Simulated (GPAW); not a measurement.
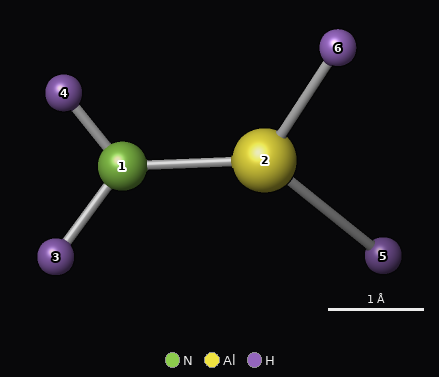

The starting structure (ball-and-stick view, seen at a tilt; atoms are numbered from 1 in the order of the input). Sticks mark near contacts.

**Geometry relaxation of AlNH$_{4}$ (part 1 of 5)**

System: AlNH$_{4}$, SMILES [NH2][AlH2].
Method: WC/plane waves, scalar-relativistic datasets (GPAW 26.7.0).

The atoms were displaced at random from an optimised geometry.

The input (relax.py):
```python
import numpy as np
from ase import Atoms
from ase.io import write
from ase.optimize import LBFGS
from ase.units import Bohr
from gpaw import GPAW, PW, setup_paths
from gpaw.atom.configurations import parameters
from gpaw.atom.generator import Generator

# Set up the molecule
positions_bohr = np.array(
              [[  0.016841,  -1.629940,  -0.037789],
               [  0.177969,   1.195898,  -0.229271],
               [  1.313932,  -3.162031,  -1.038669],
               [ -0.864661,  -2.580132,   1.323007],
               [  0.283136,   3.148446,  -3.135783],
               [ -0.530817,   3.012394,   1.901168]])
atoms = Atoms(['N', 'Al', 'H', 'H', 'H', 'H'], positions=positions_bohr * Bohr)
atoms.set_cell([14.0, 14.0, 14.0])
atoms.center()

# No datasets are shipped for this functional: make them
for symbol in ['Al', 'H', 'N']:
    Generator(symbol, xcname='WC', scalarrel=True, nofiles=True, txt=None).run(**parameters[symbol])
setup_paths.insert(0, '.')

# GPAW settings
calc = GPAW(mode={'name': 'pw', 'ecut': 300},
            xc='WC',
            occupations={'name': 'marzari-vanderbilt', 'width': 0.5},
            maxiter=60,
            symmetry='off',
            txt='-')
atoms.calc = calc

opt = LBFGS(atoms, trajectory='molecule.traj', maxstep=0.1)
converged = opt.run(fmax=0.05, steps=100)
print('Converged:', converged)
print(f'Final energy            {atoms.get_potential_energy():.5f} eV')
print(f'r(H3-N0) = {atoms.get_distance(3, 0):.4f} Ang')
print(f'r(H2-N0) = {atoms.get_distance(2, 0):.4f} Ang')
write('relaxed.xyz', atoms)
```

Hardware: 1 thread of AMD EPYC (Zen 5), 16 GiB of memory available, shared host.

Command:
```bash
python3 -u relax.py | tee relax.out
```

Output:
```
__  _  _
 | _ |_)|_||  |
 |__||  | ||/\| - 26.7.0

units:  Angstrom and eV
cores:  1
OpenMP: False

Versions:
  Python: 3.12.14
  ASE:    3.29.0
  Numpy:  2.5.5
  Scipy:  1.18.1
  Libxc:  7.0.0

        _gpaw.cpython-312-x86_64-linux-gnu.so

Input parameters:
  mode=PW(ecut=300),
  maxiter=60,
  occupations=Occupations(name='marzari-vanderbilt', width=0.5),
  symmetry=Symmetry(point_group=False, time_reversal=False),
  xc=XC(name='WC')

Diagonalizing LCAO Hamiltonian
Converting LCAO to pw mode
          .---------------------------------.
         /|                                 |
        / |                                 |
       /  |                                 |
      /   |                                 |
     /    |                                 |
    /     |                                 |
   /      |                                 |
  /       |                                 |
 *        |                                 |
 |        |            H                    |
 |        |                                 |
 |        |            Al                   |
 |        |         H N                     |
 |        |            HH                   |
 |        |                                 |
 |        |                                 |
 |        .---------------------------------.
 |       /                                 /
 |      /                                 /
 |     /                                 /
 |    /                                 /
 |   /                                 /
 |  /                                 /
 | /                                 /
 |/                                 /
 *---------------------------------*

Atoms  # Å, Bohr magnetons
|   | symbol |        x |        y |        z |    initial magnetic moments |
|---|--------|----------|----------|----------|-----------------------------|
| 0 |      N | 6.890040 | 6.141067 | 7.306668 | ( 0.0000,  0.0000,  0.0000) |
| 1 |     Al | 6.975305 | 7.636436 | 7.205340 | ( 0.0000,  0.0000,  0.0000) |
| 2 |      H | 7.576431 | 5.330320 | 6.777025 | ( 0.0000,  0.0000,  0.0000) |
| 3 |      H | 6.423569 | 5.638247 | 8.026770 | ( 0.0000,  0.0000,  0.0000) |
| 4 |      H | 7.030957 | 8.669680 | 5.667280 | ( 0.0000,  0.0000,  0.0000) |
| 5 |      H | 6.600232 | 8.597685 | 8.332720 | ( 0.0000,  0.0000,  0.0000) |

Unit cell  # Å
| periodic |         x |         y |         z |   lengths |    angles |
|----------|-----------|-----------|-----------|-----------|-----------|
|       no | 14.000000 |  0.000000 |  0.000000 | 14.000000 | 90.000000 |
|       no |  0.000000 | 14.000000 |  0.000000 | 14.000000 | 90.000000 |
|       no |  0.000000 |  0.000000 | 14.000000 | 14.000000 | 90.000000 |

Number of symmetries: 1
Symmetry operations  # r_c * U_cc + t_c -> r_c
|   | kind |            matrix            |
|---|------|------------------------------|
| 0 |  E   |  1, 0, 0,  0, 1, 0,  0, 0, 1 |

BZ-sampling:
  Number of BZ points: 1
  Number of IBZ points: 1

  Monkhorst-Pack size: [1, 1, 1]
  Monkhorst-Pack shift: [0, 0, 0]

K-points  # in reciprocal-cell coordinates
|   |                                coordinates |     weight |
|---|--------------------------------------------|------------|
| 0 | (  0.00000000,   0.00000000,   0.00000000) | 1.00000000 |

Plane wave coefficients: 16212
Cutoff: 300.0 eV

Spin-components: 1 (collinear spins)
Bands:           12
Projectors:      22
Spin-degeneracy: 2
Datatype:        float64

  Storage: CPU
  Wave functions: 3_112_704 bytes (3_112_704 per core)
  Projectors: 7_262_976 bytes (7_262_976 per core)

Parallelization:
  kpt:    1
  domain: 1
  band:   1

Density:
  Valence electrons: 12.0
  Components: 1
  Grid points: [56 56 56]
  Charge: 0.0  # |e|

Potential:
  Grid points: [56 56 56]

species:
  N:
    name:    Nitrogen
    Z:       7.0
    valence: 5
    core:    2
    charge:  0.0  # [|e|]
    file:    N.WC
    compensation charges:
      type: gauss
      rc: 0.18  # [Å]
      lmax: 2
    cutoffs:
      filter: 1.11  # [Å]
      core: 0.96  # [Å]
    projectors
    | kind |    occ | energy [eV] | rcut [Å] |
    |------|--------|-------------|----------|
    |   2s |  2.000 |     -18.472 |    0.603 |
    |   2p |  3.000 |      -7.053 |    0.529 |
    |    s |        |       8.739 |    0.603 |
    |    p |        |      20.158 |    0.529 |
    |    d |        |       0.000 |    0.577 |

    Using partial waves for N as LCAO basis

  Al:
    name:    Aluminium
    Z:       13.0
    valence: 3
    core:    10
    charge:  0.0  # [|e|]
    file:    Al.WC
    compensation charges:
      type: gauss
      rc: 0.34  # [Å]
      lmax: 2
    cutoffs:
      filter: 1.91  # [Å]
      core: 2.36  # [Å]
    projectors
    | kind |    occ | energy [eV] | rcut [Å] |
    |------|--------|-------------|----------|
    |   3s |  2.000 |      -7.720 |    1.085 |
    |   3p |  1.000 |      -2.679 |    1.085 |
    |    s |        |      19.492 |    1.085 |
    |    p |        |      24.532 |    1.085 |
    |    d |        |       0.000 |    1.085 |

    Using partial waves for Al as LCAO basis

  H:
    name:    Hydrogen
    Z:       1.0
    valence: 1
    core:    0
    charge:  0.0  # [|e|]
    file:    H.WC
    compensation charges:
      type: gauss
      rc: 0.15  # [Å]
      lmax: 2
    cutoffs:
      filter: 0.85  # [Å]
      core: 0.53  # [Å]
    projectors
    | kind |    occ | energy [eV] | rcut [Å] |
    |------|--------|-------------|----------|
    |   1s |  1.000 |      -6.369 |    0.476 |
    |    s |        |      20.842 |    0.476 |
    |    p |        |       0.000 |    0.476 |

    Using partial waves for H as LCAO basis

Reference energy: -8125.528017  # eV

eigensolver:
  PPCG
  Converge bands: occupied
  niter=2

density mixing:
  MSR1-Mixer
  Pratt-step length: 0.05
  Maximum mixing coefficient: 0.75
  Old densities: 10
  SVD Regularization: 0.005
  Good broyden scale: 1.0
  Trust region scale: 1.0
  Backstep threshold: 4.0
  History deletion threshold: 6.0
  Fourier metric: weight=20.0, sigma=0.015

occupation numbers:
  Marzari-Vanderbilt:
    width: 0.5000  # eV

poisson solver:
  ecut: 2400.0  # eV

xc functional:
  name: WC with 2 nearest neighbor stencil

Initialization done in: 1.519 s

convergence criteria:
- Maximum [total energy] change in last 3 cyles: 0.0005 eV / valence electron
- Maximum integral of absolute [dens]ity change: 0.0001 electrons / valence electron
- Maximum integral of absolute [eigenst]ate change: 4e-08 eV^2 / valence electron
maximum number of iterations: 60

SCF iterations
|iter     |     time |      energy | eigst |  dens |
|---------|----------|-------------|-------|-------|
|iter:   1| 00:00:02 |  -20.779082 | +0.21 |       |
|iter:   2| 00:00:02 |  -20.300102 | -1.65 | -0.51 |
|iter:   3| 00:00:03 |  -17.964305 | -0.60 | -0.54 |
|iter:   4| 00:00:04 |  -17.936572 | -1.87 | -1.27 |
|iter:   5| 00:00:05 |  -17.929764 | -2.54 | -1.60 |
|iter:   6| 00:00:05 |  -17.929994 | -3.96 | -2.17 |
|iter:   7| 00:00:06 |  -17.930054c| -5.13 | -2.70 |
|iter:   8| 00:00:07 |  -17.930056c| -6.21 | -3.29 |
|iter:   9| 00:00:07 |  -17.930057c| -6.99 | -3.77 |
|iter:  10| 00:00:08 |  -17.930057c| -7.85c| -4.38c|

Converged in 10 steps
SCF loop duration: 6.635 s (0.663 s/step)
Energy contributions relative to reference atoms: (reference = -8125.528017)

Energy contributions:
  Kinetic:          23.407781
  Coulomb:         -17.699779
  Zero:              0.207264
  External:          0.000000
  Xc:              -23.927044
  Entropy:           0.081720
  Spinorbit:         0.000000
  ----------------------------
  Free energy:     -17.930057
  Extrapolated:    -17.930057

dipole moment: (0.142051, -0.625735, 0.199409)  # |e|*Ang

Fermi level: -5.356
Eigenvalues  # (at kpt = [0.000, 0.000, 0.000])
| band index |      eig [eV] | occ [0-2] |
|------------|---------------|-----------|
|          0 |       -22.104 |     2.000 |
|          1 |       -11.894 |     2.000 |
|          2 |       -11.194 |     2.000 |
|          3 |        -8.015 |     2.000 |
|          4 |        -7.171 |     2.000 |
|          5 |        -5.816 |     2.000 |
|          6 |        -1.371 |     0.000 |
|          7 |        -1.201 |     0.000 |
|          8 |        -0.067 |     0.000 |
|          9 |         0.164 |     0.000 |
|         10 |         0.465 |     0.000 |
|         11 |         0.496 |     0.000 |

Gap: 4.445 eV
Transition (v -> c):
  (s=0, k=0, n=5, [0.00, 0.00, 0.00]) -> (s=0, k=0, n=6, [0.00, 0.00, 0.00])
No difference between direct/indirect transitions
vacuum-level: 0.129  # V

Forces  # eV/Ang
|        x |         y |        z |
|----------|-----------|----------|
|  2.64610 | -14.62345 | -2.38272 |  # N    0
|  0.56070 |  14.84139 | -3.39245 |  # Al   1
| -2.15238 |   2.15570 |  1.27614 |  # H    2
| -0.98680 |  -1.48227 |  1.90856 |  # H    3
|  0.31070 |  -1.29220 |  1.28091 |  # H    4
| -0.29456 |   0.40497 |  1.07538 |  # H    5

Force computation time: 0.292  # s
       Step     Time          Energy          fmax
LBFGS:    0 00:00:09      -17.930057       15.234498
          .---------------------------------.
         /|                                 |
        / |                                 |
       /  |                                 |
      /   |                                 |
     /    |                                 |
    /     |                                 |
   /      |                                 |
  /       |                                 |
 *        |                                 |
 |        |            H                    |
 |        |                                 |
 |        |            Al                   |
 |        |         H N                     |
 |        |            HH                   |
 |        |                                 |
 |        |                                 |
 |        .---------------------------------.
 |       /                                 /
 |      /                                 /
 |     /                                 /
 |    /                                 /
 |   /                                 /
 |  /                                 /
 | /                                 /
 |/                                 /
 *---------------------------------*

Atoms  # Å, Bohr magnetons
|   | symbol |        x |        y |        z |    initial magnetic moments |
|---|--------|----------|----------|----------|-----------------------------|
| 0 |      N | 6.907409 | 6.045078 | 7.291028 | ( 0.0000,  0.0000,  0.0000) |
| 1 |     Al | 6.978986 | 7.733856 | 7.183072 | ( 0.0000,  0.0000,  0.0000) |
| 2 |      H | 7.562303 | 5.344470 | 6.785402 | ( 0.0000,  0.0000,  0.0000) |
| 3 |      H | 6.417092 | 5.628518 | 8.039298 | ( 0.0000,  0.0000,  0.0000) |
| 4 |      H | 7.032997 | 8.661198 | 5.675688 | ( 0.0000,  0.0000,  0.0000) |
| 5 |      H | 6.598298 | 8.600343 | 8.339779 | ( 0.0000,  0.0000,  0.0000) |

Unit cell  # Å
| periodic |         x |         y |         z |   lengths |    angles |
|----------|-----------|-----------|-----------|-----------|-----------|
|       no | 14.000000 |  0.000000 |  0.000000 | 14.000000 | 90.000000 |
|       no |  0.000000 | 14.000000 |  0.000000 | 14.000000 | 90.000000 |
|       no |  0.000000 |  0.000000 | 14.000000 | 14.000000 | 90.000000 |

Initialization done in: 0.632 s

convergence criteria:
- Maximum [total energy] change in last 3 cyles: 0.0005 eV / valence electron
- Maximum integral of absolute [dens]ity change: 0.0001 electrons / valence electron
- Maximum integral of absolute [eigenst]ate change: 4e-08 eV^2 / valence electron
maximum number of iterations: 60

SCF iterations
|iter     |     time |      energy | eigst |  dens |
|---------|----------|-------------|-------|-------|
|iter:   1| 00:00:09 |  -19.839433 | -1.08 |       |
|iter:   2| 00:00:10 |  -19.823801 | -2.73 | -1.34 |
|iter:   3| 00:00:11 |  -19.751207 | -2.16 | -1.37 |
|iter:   4| 00:00:11 |  -19.744340 | -2.92 | -1.75 |
|iter:   5| 00:00:12 |  -19.744237 | -4.20 | -2.19 |
|iter:   6| 00:00:13 |  -19.744244c| -4.76 | -2.55 |
|iter:   7| 00:00:13 |  -19.744226c| -5.31 | -3.06 |
|iter:   8| 00:00:14 |  -19.744226c| -6.91 | -3.54 |
|iter:   9| 00:00:15 |  -19.744226c| -7.65c| -4.09c|

Converged in 9 steps
SCF loop duration: 5.787 s (0.643 s/step)
Energy contributions relative to reference atoms: (reference = -8125.528017)

Energy contributions:
  Kinetic:           9.770283
  Coulomb:          -7.156898
  Zero:              0.142608
  External:          0.000000
  Xc:              -22.635793
  Entropy:           0.135574
  Spinorbit:         0.000000
  ----------------------------
  Free energy:     -19.744226
  Extrapolated:    -19.744226

dipole moment: (0.136411, -0.396505, 0.160622)  # |e|*Ang

Fermi level: -5.656
Eigenvalues  # (at kpt = [0.000, 0.000, 0.000])
| band index |      eig [eV] | occ [0-2] |
|------------|---------------|-----------|
|          0 |       -21.689 |     2.000 |
|          1 |       -11.867 |     2.000 |
|          2 |       -10.712 |     2.000 |
|          3 |        -8.181 |     2.000 |
|          4 |        -6.691 |     2.071 |
|          5 |        -6.074 |     1.929 |
|          6 |        -1.597 |     0.000 |
|          7 |        -0.942 |     0.000 |
|          8 |        -0.072 |     0.000 |
|          9 |         0.380 |     0.000 |
|         10 |         0.449 |     0.000 |
|         11 |         0.494 |     0.000 |

Gap: 4.477 eV
Transition (v -> c):
  (s=0, k=0, n=5, [0.00, 0.00, 0.00]) -> (s=0, k=0, n=6, [0.00, 0.00, 0.00])
No difference between direct/indirect transitions
vacuum-level: 0.128  # V

Forces  # eV/Ang
|        x |        y |        z |
|----------|----------|----------|
|  2.20420 | -1.98010 | -2.63820 |  # N    0
|  0.08739 |  3.29495 | -2.79946 |  # Al   1
| -0.88783 |  0.42888 |  0.51228 |  # H    2
| -1.09152 | -1.59669 |  2.15903 |  # H    3
|  0.27635 | -1.02913 |  1.12382 |  # H    4
| -0.39324 |  0.73561 |  1.45033 |  # H    5

Force computation time: 0.264  # s
LBFGS:    1 00:00:15      -19.744226        4.324503
          .---------------------------------.
         /|                                 |
        / |                                 |
       /  |                                 |
      /   |                                 |
     /    |                                 |
    /     |                                 |
   /      |                                 |
  /       |                                 |
 *        |                                 |
 |        |            H                    |
 |        |                                 |
 |        |            Al                   |
 |        |         H N                     |
 |        |            HH                   |
 |        |                                 |
 |        |                                 |
 |        .---------------------------------.
 |       /                                 /
 |      /                                 /
 |     /                                 /
 |    /                                 /
 |   /                                 /
 |  /                                 /
 | /                                 /
 |/                                 /
 *---------------------------------*

Atoms  # Å, Bohr magnetons
|   | symbol |        x |        y |        z |    initial magnetic moments |
|---|--------|----------|----------|----------|-----------------------------|
| 0 |      N | 6.945322 | 6.027268 | 7.244609 | ( 0.0000,  0.0000,  0.0000) |
| 1 |     Al | 6.979884 | 7.776088 | 7.134962 | ( 0.0000,  0.0000,  0.0000) |
| 2 |      H | 7.548473 | 5.349670 | 6.793336 | ( 0.0000,  0.0000,  0.0000) |
| 3 |      H | 6.397888 | 5.600477 | 8.077341 | ( 0.0000,  0.0000,  0.0000) |
| 4 |      H | 7.037778 | 8.643572 | 5.695109 | ( 0.0000,  0.0000,  0.0000) |
| 5 |      H | 6.591299 | 8.613630 | 8.365608 | ( 0.0000,  0.0000,  0.0000) |
```
